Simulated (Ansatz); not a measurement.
# C2H8AlBFN: geometry relaxation (part 1 of 2)

C2H8AlBFN, computed with RKS B3LYP-D4/6-31G* (Ansatz 0.2.0).

It belongs to a series of runs on one base structure; here: end point A relaxed. Figures and captions count atoms from 1; the log counts them from 0 in places.

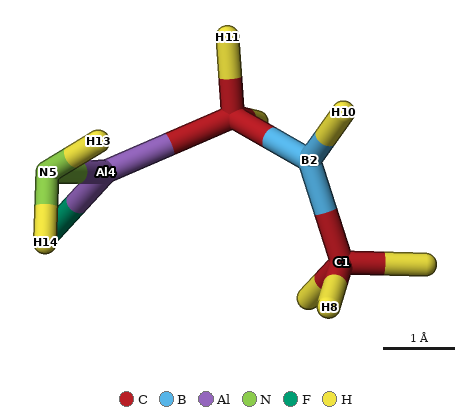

Fig. 1: The structure as given in the input (stick view, seen at a tilt; atoms are numbered from 1 in the order of the input). Sticks mark near contacts. Bond lengths as drawn: Al–C 1.99 Å, Al–F 1.85 Å, Al–N 1.86 Å, B–C 1.52 to 1.59 Å, B–H 1.20 Å, C–H 1.08 to 1.19 Å and H–N 1.03 to 1.04 Å.

## Input
```yaml
crystal:
  periodic: [false, false, false]
  atoms:
    - { symbol: C, position_ang: [-1.0112, 1.6815, 0.2372] }
    - { symbol: B, position_ang: [0.0976, 0.8971, 0.9301] }
    - { symbol: C, position_ang: [-0.0501, -0.6698, 1.1334] }
    - { symbol: Al, position_ang: [0.1605, -1.616, -0.6047] }
    - { symbol: "N", position_ang: [1.6195, -1.4064, -1.7381] }
    - { symbol: F, position_ang: [-1.2763, -2.6582, -1.1392] }
    - { symbol: H, position_ang: [-1.8659, 1.0546, -0.0594] }
    - { symbol: H, position_ang: [-0.6195, 2.2386, -0.6891] }
    - { symbol: H, position_ang: [-1.4364, 2.514, 0.9689] }
    - { symbol: H, position_ang: [1.058, 1.4723, 1.3534] }
    - { symbol: H, position_ang: [0.8156, -1.0165, 1.8015] }
    - { symbol: H, position_ang: [-0.9557, -0.9015, 1.6714] }
    - { symbol: H, position_ang: [2.1937, -0.6876, -1.2558] }
    - { symbol: H, position_ang: [1.2572, -0.9314, -2.5808] }
basis:
  gaussian: { orbitals: "6-31G*" }
hamiltonian:
  xc: b3lyp
  dispersion: d4
relax:
  f_tol: 0.015
  max_steps: 40
```

Hardware: 2 threads of Intel Xeon (Granite Rapids), 16 GiB of memory available, shared host.

Launched with:
```bash
ansatz run input.yaml --threads 2 --pin off --max-ram 3072MiB --backend cpu --events-out ev --progress --plain --runs-dir out
```

## The program's output
```
The last accepted step is kept in [file] (removed where the run ends without a failure and the disk answers)
Engine: ansatz 0.2.0, x86_64-unknown-linux-gnu
Functional definition: B3LYP
  parameter a0 = 0.2
  parameter ax = 0.72
  parameter ac = 0.81
  exchange = (1 - a0 - ax)*slater_x + ax*b88_x + a0*exact_x
  correlation = (1 - ac)*vwn_rpa_c + ac*lyp_c
1230 factors; integrals over basis functions are off by at most 3.8e-4 eV
mean field evaluation 1: about -13672.0640 eV, gradient 8.5e1 eV
mean field evaluation 2: about -13651.6863 eV, gradient 1.2e2 eV
mean field evaluation 4: about -13687.0354 eV, gradient 6.6e0 eV
mean field evaluation 8: about -13687.1487 eV, gradient 8.5e-2 eV
mean field evaluation 16: about -13687.1488 eV, gradient 3.7e-5 eV
mean field -13687.14876215 eV, -502.9934395263 hartree, gradient 3.7e-5 eV, S^2 0.000000; 0 other end points of the search recorded, 0 dependent functions left out
the calculation of the forces begins
reference -13687.14905027 eV, -502.9934501147 hartree; 27, 27 occupied and 83, 83 virtual orbitals, 1230 factors
relax step   1: F+E_penalty+E_count = -13687.56838993 eV  Δ(F+E_penalty+E_count) = +0.000e0 eV  max|allowed force component| = 2.852e0 eV/Å  Δτ_max = 0.0000 Å  (27 SCF iters, accepted)
these checks for a lower state are left out or cut short: starts, cluster_reference, orbital_swaps, neighbouring_geometries, increment
1230 factors; integrals over basis functions are off by at most 4.2e-4 eV
mean field -13687.85908996 eV, -503.0195435918 hartree, gradient 1.3e-5 eV, S^2 0.000000; 0 other end points of the search recorded, 0 dependent functions left out
[... from here on the field's lines of each further geometry are left out, up to the last ...]
relax step   2: F+E_penalty+E_count = -13688.28207010 eV  Δ(F+E_penalty+E_count) = -7.137e-1 eV  max|allowed force component| = 1.679e0 eV/Å  Δτ_max = 0.1918 Å  (29 SCF iters, accepted)
relax step   3: F+E_penalty+E_count = -13688.51520801 eV  Δ(F+E_penalty+E_count) = -2.331e-1 eV  max|allowed force component| = 1.876e0 eV/Å  Δτ_max = 0.1910 Å  (29 SCF iters, accepted)
relax step   4: F+E_penalty+E_count = -13688.65625963 eV  Δ(F+E_penalty+E_count) = -1.411e-1 eV  max|allowed force component| = 6.437e-1 eV/Å  Δτ_max = 0.1999 Å  (27 SCF iters, accepted)
relax step   5: F+E_penalty+E_count = -13688.70764240 eV  Δ(F+E_penalty+E_count) = -5.138e-2 eV  max|allowed force component| = 5.968e-1 eV/Å  Δτ_max = 0.1472 Å  (29 SCF iters, accepted)
relax step   6: F+E_penalty+E_count = -13688.74655027 eV  Δ(F+E_penalty+E_count) = -3.891e-2 eV  max|allowed force component| = 3.220e-1 eV/Å  Δτ_max = 0.1999 Å  (29 SCF iters, accepted)
relax step   7: F+E_penalty+E_count = -13688.75673694 eV  Δ(F+E_penalty+E_count) = -1.019e-2 eV  max|allowed force component| = 1.180e-1 eV/Å  Δτ_max = 0.1802 Å  (27 SCF iters, accepted)
relax step   8: F+E_penalty+E_count = -13688.76036882 eV  Δ(F+E_penalty+E_count) = -3.632e-3 eV  max|allowed force component| = 1.376e-1 eV/Å  Δτ_max = 0.0556 Å  (27 SCF iters, accepted)
relax step   9: F+E_penalty+E_count = -13688.76107745 eV  Δ(F+E_penalty+E_count) = -7.086e-4 eV  max|allowed force component| = 1.941e-1 eV/Å  Δτ_max = 0.0783 Å  (26 SCF iters, accepted)
relax step  10: F+E_penalty+E_count = -13688.76263631 eV  Δ(F+E_penalty+E_count) = -1.559e-3 eV  max|allowed force component| = 3.160e-2 eV/Å  Δτ_max = 0.0266 Å  (27 SCF iters, accepted)
relax step  11: F+E_penalty+E_count = -13688.76305665 eV  Δ(F+E_penalty+E_count) = -4.203e-4 eV  max|allowed force component| = 4.460e-2 eV/Å  Δτ_max = 0.0256 Å  (26 SCF iters, accepted)
relax step  12: F+E_penalty+E_count = -13688.76354586 eV  Δ(F+E_penalty+E_count) = -4.892e-4 eV  max|allowed force component| = 4.078e-2 eV/Å  Δτ_max = 0.0441 Å  (26 SCF iters, accepted)
relax step  13: F+E_penalty+E_count = -13688.76395036 eV  Δ(F+E_penalty+E_count) = -4.045e-4 eV  max|allowed force component| = 4.266e-2 eV/Å  Δτ_max = 0.0570 Å  (25 SCF iters, accepted)
relax step  14: F+E_penalty+E_count = -13688.76427220 eV  Δ(F+E_penalty+E_count) = -3.218e-4 eV  max|allowed force component| = 4.656e-2 eV/Å  Δτ_max = 0.0364 Å  (26 SCF iters, accepted)
relax step  15: F+E_penalty+E_count = -13688.76465564 eV  Δ(F+E_penalty+E_count) = -3.834e-4 eV  max|allowed force component| = 6.002e-2 eV/Å  Δτ_max = 0.0556 Å  (25 SCF iters, accepted)
relax step  16: F+E_penalty+E_count = -13688.76491461 eV  Δ(F+E_penalty+E_count) = -2.590e-4 eV  max|allowed force component| = 7.429e-2 eV/Å  Δτ_max = 0.0502 Å  (25 SCF iters, accepted)
relax step  17: F+E_penalty+E_count = -13688.76496852 eV  Δ(F+E_penalty+E_count) = -5.390e-5 eV  max|allowed force component| = 1.250e-1 eV/Å  Δτ_max = 0.0779 Å  (25 SCF iters, accepted)
relax step  18: F+E_penalty+E_count = -13688.76535616 eV  Δ(F+E_penalty+E_count) = -3.876e-4 eV  max|allowed force component| = 1.078e-1 eV/Å  Δτ_max = 0.0177 Å  (23 SCF iters, accepted)
relax step  19: F+E_penalty+E_count = -13688.76568135 eV  Δ(F+E_penalty+E_count) = -3.252e-4 eV  max|allowed force component| = 6.572e-2 eV/Å  Δτ_max = 0.0051 Å  (22 SCF iters, accepted)
relax step  20: F+E_penalty+E_count = -13688.76601912 eV  Δ(F+E_penalty+E_count) = -3.378e-4 eV  max|allowed force component| = 3.786e-2 eV/Å  Δτ_max = 0.0315 Å  (26 SCF iters, accepted)
relax step  21: F+E_penalty+E_count = -13688.76629126 eV  Δ(F+E_penalty+E_count) = -2.721e-4 eV  max|allowed force component| = 9.204e-3 eV/Å  Δτ_max = 0.0611 Å  (25 SCF iters, accepted)
relax step  22: F+E_penalty+E_count = -13688.76637735 eV  Δ(F+E_penalty+E_count) = -8.609e-5 eV  max|allowed force component| = 7.925e-2 eV/Å  Δτ_max = 0.0863 Å  (25 SCF iters, accepted)
relax step  23: F+E_penalty+E_count = -13688.76648707 eV  Δ(F+E_penalty+E_count) = -1.097e-4 eV  max|allowed force component| = 3.594e-2 eV/Å  Δτ_max = 0.0124 Å  (24 SCF iters, accepted)
relax step  24: F+E_penalty+E_count = -13688.76657321 eV  Δ(F+E_penalty+E_count) = -8.614e-5 eV  max|allowed force component| = 1.362e-2 eV/Å  Δτ_max = 0.0207 Å  (24 SCF iters, accepted)
relax step  25: F+E_penalty+E_count = -13688.76664331 eV  Δ(F+E_penalty+E_count) = -7.010e-5 eV  max|allowed force component| = 3.286e-2 eV/Å  Δτ_max = 0.0514 Å  (26 SCF iters, accepted)
relax step  26: F+E_penalty+E_count = -13688.76628946 eV  Δ(F+E_penalty+E_count) = +3.539e-4 eV  max|allowed force component| = 9.755e-2 eV/Å  Δτ_max = 0.0962 Å  (26 SCF iters, rejected (line search))
relax step  27: F+E_penalty+E_count = -13688.76671923 eV  Δ(F+E_penalty+E_count) = -7.592e-5 eV  max|allowed force component| = 2.552e-2 eV/Å  Δτ_max = 0.0469 Å  (26 SCF iters, accepted)
relax step  28: F+E_penalty+E_count = -13688.76668834 eV  Δ(F+E_penalty+E_count) = +3.089e-5 eV  max|allowed force component| = 4.230e-2 eV/Å  Δτ_max = 0.0299 Å  (26 SCF iters, rejected (line search))
the calculation of the forces begins
reference -13688.34321441 eV, -503.0373348372 hartree; 27, 27 occupied and 83, 83 virtual orbitals, 1230 factors
relax step  29: F+E_penalty+E_count = -13688.76678694 eV  Δ(F+E_penalty+E_count) = -6.771e-5 eV  max|allowed force component| = 1.310e-2 eV/Å  Δτ_max = 0.0101 Å  (24 SCF iters, accepted)
```

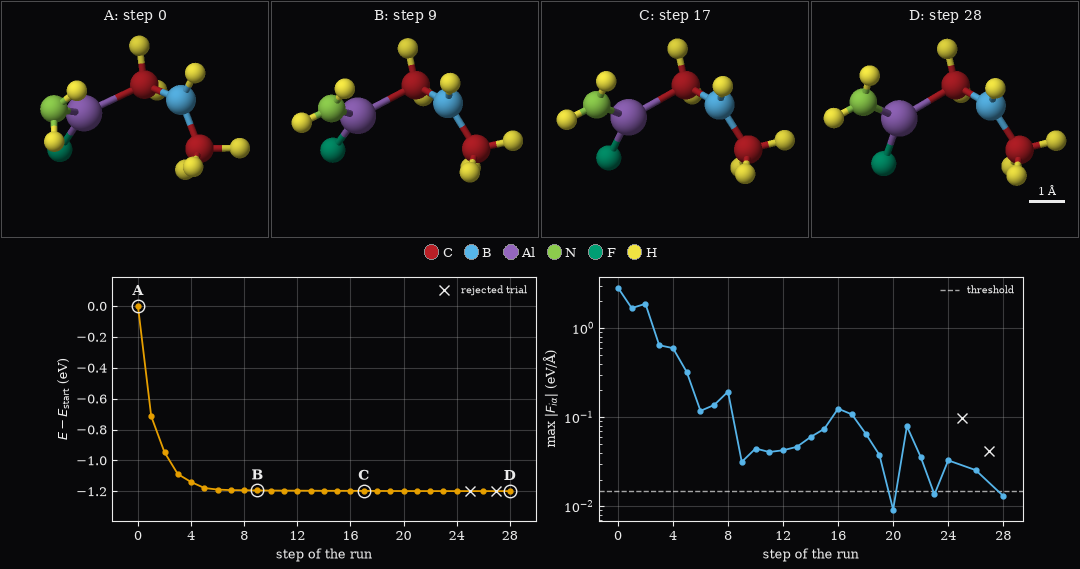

Fig. 2: Frames of the relaxation (ball-and-stick view, seen at a tilt) above the curves, on which the letters mark them (the first geometry is step 0 here and step 1 in the log).

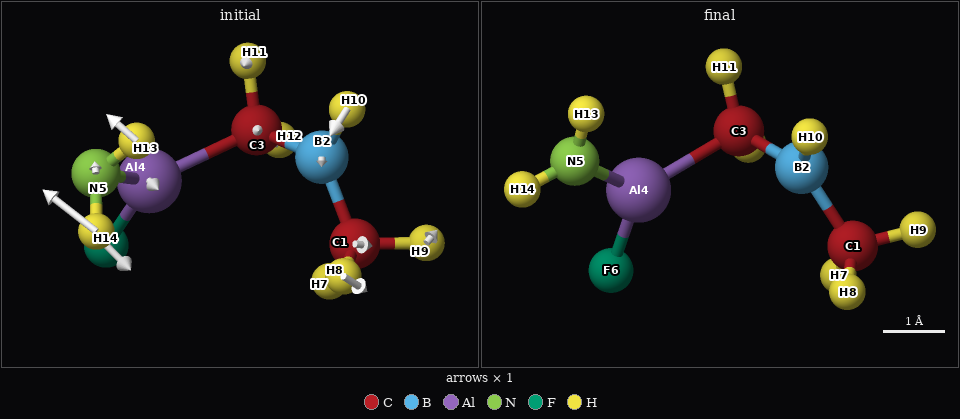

Fig. 3: Before (left) and after (right) the relaxation, at one scale (ball-and-stick view, seen at a tilt). The white arrows give the displacements, at true length. The largest move after the best rigid fit is that of H14, 1.14 Å. By element the largest moves are H 1.14 Å, F 0.88 Å, C 0.41 Å, Al 0.31 Å, N 0.21 Å, B 0.17 Å. Among the contacts that change: Al4–F6 1.854 → 1.661 Å, Al4–N5 1.859 → 1.771 Å, C1–H9 1.187 → 1.101 Å, B2–C3 1.587 → 1.535 Å. Among the angles that change: Al4–N5–H13 103.2° → 124.3°, Al4–N5–H14 105.9° → 125.1°, Al4–C3–H12 115.0° → 104.3°. After 28 geometry steps the energy has fallen by 1.198 eV. The largest force component goes from 2.9 to 0.013 eV/Å. The line search rejected the trial steps at points 25, 27 (counted from 0) and went back. (Atoms are counted from 1 in the order of the input.)

```
1230 factors; integrals over basis functions are off by at most 4.3e-4 eV
mean field -13688.34292762 eV, -503.0373242980 hartree, gradient 1.3e-5 eV, S^2 0.000000; 1 other end points of the search recorded, 0 dependent functions left out
the calculation of the forces begins
reference -13688.34321441 eV, -503.0373348372 hartree; 27, 27 occupied and 83, 83 virtual orbitals, 1230 factors
Total energy: -13688.76707372 eV, -503.0529113797 hartree
Atom 0 at    -1.314256     1.759799     0.500376 Å, force     0.003680    -0.004345    -0.005571 eV/Å
Atom 1 at     0.009036     0.957242     0.795034 Å, force    -0.000470    -0.001375    -0.003048 eV/Å
Atom 2 at     0.035134    -0.550964     1.079827 Å, force     0.000933     0.003381     0.003024 eV/Å
Atom 3 at     0.167846    -1.332426    -0.722098 Å, force     0.013100    -0.002347    -0.011951 eV/Å
Atom 4 at     1.707066    -1.515339    -1.578248 Å, force    -0.011197     0.001907     0.009079 eV/Å
Atom 5 at    -1.206823    -1.864918    -1.488038 Å, force     0.005622     0.001258     0.000887 eV/Å
Atom 6 at    -2.227328     1.153455     0.468330 Å, force    -0.000782    -0.000150     0.000450 eV/Å
Atom 7 at    -1.242233     2.332494    -0.435153 Å, force    -0.001438     0.000898     0.001203 eV/Å
Atom 8 at    -1.446266     2.519615     1.286549 Å, force     0.000876     0.001695     0.003908 eV/Å
Atom 9 at     1.056834     1.548642     0.729648 Å, force    -0.002202    -0.000804     0.001747 eV/Å
Atom 10 at     0.918863    -0.922147     1.612639 Å, force    -0.001368    -0.000089    -0.001423 eV/Å
Atom 11 at    -0.889898    -0.974883     1.490959 Å, force     0.001007     0.000810     0.000668 eV/Å
Atom 12 at     2.602013    -1.212288    -1.214716 Å, force    -0.005061    -0.000061     0.001021 eV/Å
Atom 13 at     1.817012    -1.927582    -2.496309 Å, force    -0.002699    -0.000780     0.000006 eV/Å
Dipole moment:     0.367894    -0.059597     0.070331 e Å
```

## Trajectory as extended XYZ (Å, eV, eV/Å), 16 of the 29 frames kept, from step=1 to step=29
```
14
Properties=species:S:1:pos:R:3:forces:R:3 step=1 energy=-13687.56839
C    -1.0112    1.6815    0.2372   -1.2943   2.4150  -0.2252
B     0.0976    0.8971    0.9301    0.3255  -1.1792   0.5711
C    -0.0501   -0.6698    1.1334    2.4419   0.2766   0.5436
Al    0.1605   -1.6160   -0.6047   -2.5215  -1.6936  -0.8491
N     1.6195   -1.4064   -1.7381   -1.0829   0.9427   0.9009
F    -1.2763   -2.6582   -1.1392    2.8517   1.9809   0.8978
H    -1.8659    1.0546   -0.0594    0.0427   0.1935  -0.1029
H    -0.6195    2.2386   -0.6891   -0.5438  -0.5383   1.1809
H    -1.4364    2.5140    0.9689    0.8525  -1.3836  -1.4372
H     1.0580    1.4723    1.3534    0.2187   0.0015  -0.1464
H     0.8156   -1.0165    1.8015   -0.9516   0.1913  -0.7553
H    -0.9557   -0.9015    1.6714   -0.7673  -0.3298  -0.1374
H     2.1937   -0.6876   -1.2558   -0.0004  -0.4651  -0.4817
H     1.2572   -0.9314   -2.5808    0.4288  -0.4117   0.0409
14
Properties=species:S:1:pos:R:3:forces:R:3 step=3 energy=-13688.51521
C    -1.0668    1.6869    0.2756    0.1802  -0.3840  -0.3306
B     0.1135    0.8479    0.9067   -0.1818  -0.0949   0.7102
C     0.0006   -0.6691    1.2173   -0.5002   0.2533  -0.0174
Al    0.1304   -1.5117   -0.5385    0.9818   0.3730  -0.1118
N     1.5590   -1.3462   -1.6280   -0.3348   1.1023  -1.5524
F    -1.1247   -2.3905   -1.1024   -0.7300  -0.4900  -0.2949
H    -1.9519    1.1150   -0.0324    0.0147  -0.0371   0.0354
H    -0.7024    2.2401   -0.5943    0.0408   0.1099  -0.2385
H    -1.3990    2.4652    0.9591   -0.0680   0.2115   0.3665
H     1.1244    1.4370    1.2185   -0.0455  -0.1210  -0.2936
H     0.7499   -1.0799    1.8940    0.1188  -0.0356   0.0990
H    -1.0226   -0.9818    1.5250    0.3909   0.1323  -0.1130
H     2.2035   -0.5716   -1.3931   -0.2811  -0.6327  -0.1345
H     1.3732   -1.2706   -2.6786    0.4143  -0.3869   1.8757
14
Properties=species:S:1:pos:R:3:forces:R:3 step=5 energy=-13688.70764
C    -1.0827    1.6894    0.3071   -0.0273   0.0239   0.0817
B     0.0921    0.8374    0.9366   -0.0883   0.0916  -0.0176
C    -0.0359   -0.6677    1.2184   -0.0527   0.1437   0.0283
Al    0.1219   -1.4389   -0.5871    0.0664  -0.2234   0.0524
N     1.5408   -1.2302   -1.6369   -0.2493   0.1118  -0.4817
F    -1.1141   -2.4009   -1.1499    0.0381   0.0959  -0.0112
H    -2.0297    1.1482    0.1681    0.0457   0.0449   0.0217
H    -0.7992    2.1293   -0.6623    0.0458  -0.0258   0.0593
H    -1.2742    2.5568    0.9618   -0.0470  -0.0788  -0.0766
H     1.1322    1.4060    1.1463    0.0568  -0.0609  -0.0776
H     0.7147   -1.1046    1.8868   -0.0143  -0.0369  -0.0692
H    -1.0514   -0.9761    1.5042    0.0345  -0.0567  -0.0025
H     2.2534   -0.5400   -1.4220    0.0356  -0.1116  -0.1039
H     1.5189   -1.4379   -2.6425    0.1560   0.0822   0.5968
```
